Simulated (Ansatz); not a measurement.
**CH6Si···H2O: density, localisation and related maps**

Input file:

```
crystal:
  periodic: [false, false, false]
  atoms:
    - { symbol: Si, position_ang: [0.247414, -0.002691, 0.115582] }
    - { symbol: C, position_ang: [0.124735, -0.040312, 1.988432] }
    - { symbol: H, position_ang: [-0.579121, -0.811959, 2.351645] }
    - { symbol: H, position_ang: [1.106901, -0.274647, 2.435436] }
    - { symbol: H, position_ang: [-0.179359, 0.942532, 2.394546] }
    - { symbol: H, position_ang: [1.649905, -0.410274, -0.26531] }
    - { symbol: H, position_ang: [0.001174, 1.348767, -0.473551] }
    - { symbol: H, position_ang: [-0.654674, -1.022137, -0.530918] }
    - { symbol: O, position_ang: [-2.498095, 0.550863, 0.782626] }
    - { symbol: H, position_ang: [-2.666558, -0.372134, 0.501601] }
    - { symbol: H, position_ang: [-2.116822, 0.443993, 1.692212] }
basis:
  gaussian: { orbitals: "6-31G*" }
hamiltonian:
  xc: lda
relax:
  f_tol: 0.03
  max_steps: 50
output:
  orbitals: {}
```

Run with:

```sh
ansatz run input.yaml --threads 1 --pin off --max-ram 2048MiB --backend cpu --events-out ev --progress --plain --runs-dir out
```

The fields are those of the run's last geometry, not of the input's.

All numbers below come from Ansatz, RKS LDA/6-31G*.

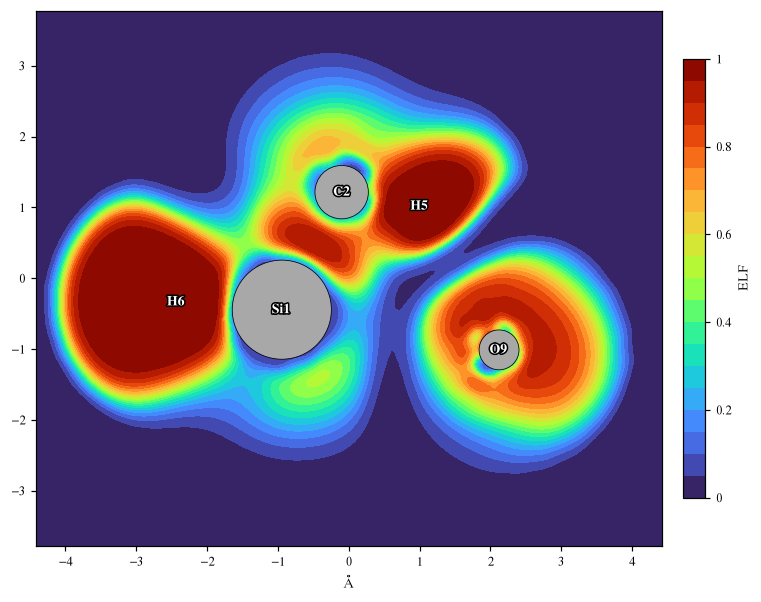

Figure 1. ELF on the plane of atoms Si1, C2 and H5. Grey discs cover the atomic cores.

Question: Interpret the plot.

Answer: Atoms in the plane: Si, C, H and O.
Si1···O9 (3.12 Å): the ELF dips to about 0.05 between them.
C–Si (1.86 Å): the ELF peaks at about 0.95 between the atoms, as expected for localised, covalent bonding.
C–H (1.11 Å): the ELF climbs to about 1 towards the hydrogen, as it does in any bond to H (a covalent bond by its length).
Si–H (1.51 Å): the ELF climbs to about 1 towards the hydrogen.
The ELF also peaks beside O9, away from the bonds: lone-pair regions.

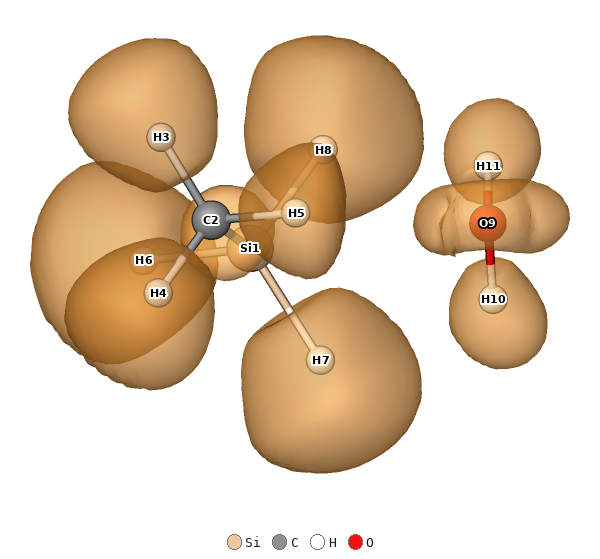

Figure 2. Isosurface of the electron localisation function at 0.85 (orange), seen from one side. Only the valence region is drawn (cores and ρ < 0.01 e/Å³ removed).

Question: What do the ELF domains correspond to?

Answer: The surface consists of one region between bonded C–Si atoms (shared pairs), eight regions around hydrogen nuclei and one lobe on O, pointing away from the bonds (lone pairs, which may merge into one lobe).

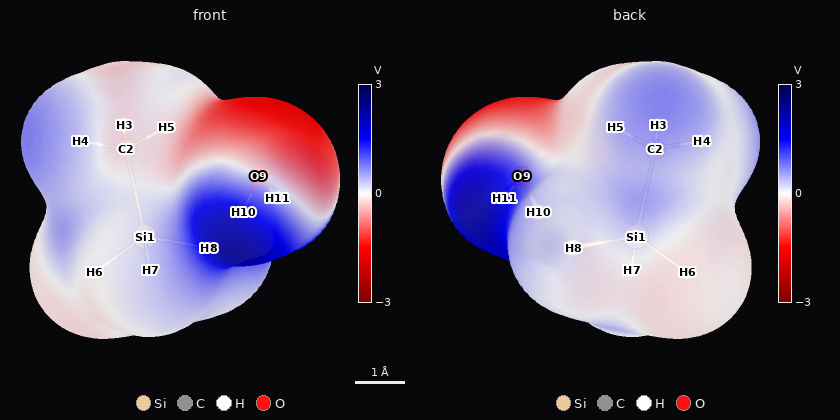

Figure 3. The molecular electrostatic potential painted on the density surface at 0.002 e/bohr³, seen from the front and from behind; red is negative and blue positive.

Question: Which sites attract a positive test charge, and which a negative one?

Answer: A positive charge is drawn to the negative regions and a negative charge to the positive ones. The most negative region (about −1.6 V) lies over O9, the most positive (about +2.3 V) over H10 and H11. O9 is the likeliest acceptor of a hydrogen bond.

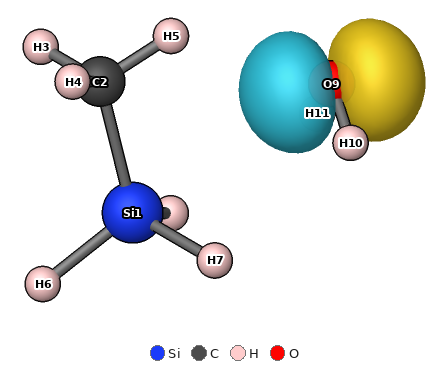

Figure 4. The HOMO at ±0.2 Å⁻³ᐟ² (yellow and cyan are the two phases), seen at a tilt.

Question: Where does this orbital lie, and at what energy?

Answer: Its weight (Hirshfeld) is mainly on O9 (about 80 %); largely a lone pair of O9. Its energy is −6.78 eV.
